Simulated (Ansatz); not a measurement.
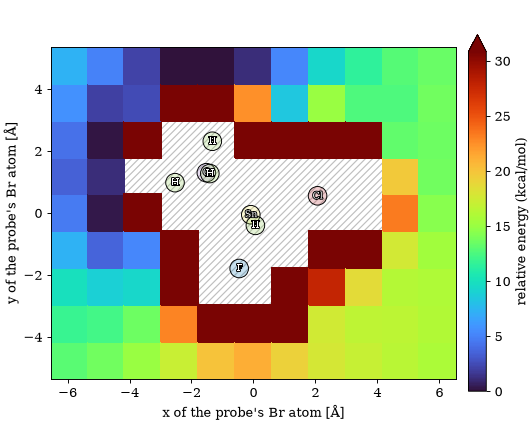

Energy landscape of CH₄ClFSn (SMILES [CH3][SnH]([F])[Cl]) with the probe Br-. The probe is moved over the molecule's main plane. First axis: x of the probe's Br atom. Second axis: y of the probe's Br atom. Nothing is relaxed (molecule and probe rigid). The grid has 11 × 9 points. At 20 points there is no value (left out of the scan, as a rule where atoms come close). Points are written as (first, second). Energies are in kcal/mol, from the lowest grid point. Energies and slopes of some neighbouring points disagree (a jump in structure or state, or too coarse a mesh). These are results of RKS B3LYP-D4/def2-SVPD (Ansatz 0.2.0), not measurements.

In the figure: one coloured cell a grid point, labelled circles for the molecule's atoms, projected on the plane, one colour for all values above the top of the scale, hatched blanks where no value was computed. 

> Where are the lowest and the highest points?

The lowest grid point is at (−1.19 Å, 4.76 Å) [nearest 1 H at 2.46 Å]. It lies at the edge of the scanned range, so the true minimum may lie outside. The highest grid point, (0.00 Å, 2.38 Å) [nearest 1 H at 1.34 Å], lies 262 kcal/mol above the lowest.

The values on the grid:

| y of the probe's Br atom ↓, x of the probe's Br atom → | −5.95 | −4.76 | −3.57 | −2.38 | −1.19 | 0.00 | 1.19 | 2.38 | 3.57 | 4.76 | 5.95 |
| --- | --- | --- | --- | --- | --- | --- | --- | --- | --- | --- | --- |
| 4.76 | 7 | 5 | 2 | 0 | 0 | 1 | 5 | 9 | 12 | 13 | 13 |
| 3.57 | 6 | 2 | 2 | 47 | 118 | 22 | 8 | 15 | 13 | 13 | 14 |
| 2.38 | 4 | 0 | 53 | – | – | 262 | 160 | 195 | 49 | 13 | 14 |
| 1.19 | 3 | 1 | – | – | – | – | – | – | – | 20 | 14 |
| 0.00 | 5 | 0 | 76 | – | – | – | – | – | – | 23 | 14 |
| −1.19 | 7 | 4 | 5 | 88 | – | – | – | 255 | 74 | 18 | 15 |
| −2.38 | 10 | 9 | 9 | 65 | – | – | 139 | 28 | 19 | 16 | 16 |
| −3.57 | 12 | 12 | 14 | 23 | 79 | 99 | 33 | 18 | 17 | 17 | 16 |
| −4.76 | 13 | 14 | 15 | 17 | 20 | 21 | 19 | 18 | 17 | 16 | 16 |

Time for the 79 points that were run: 45 min on 1 thread of Arm Neoverse N1, with other jobs on the host.
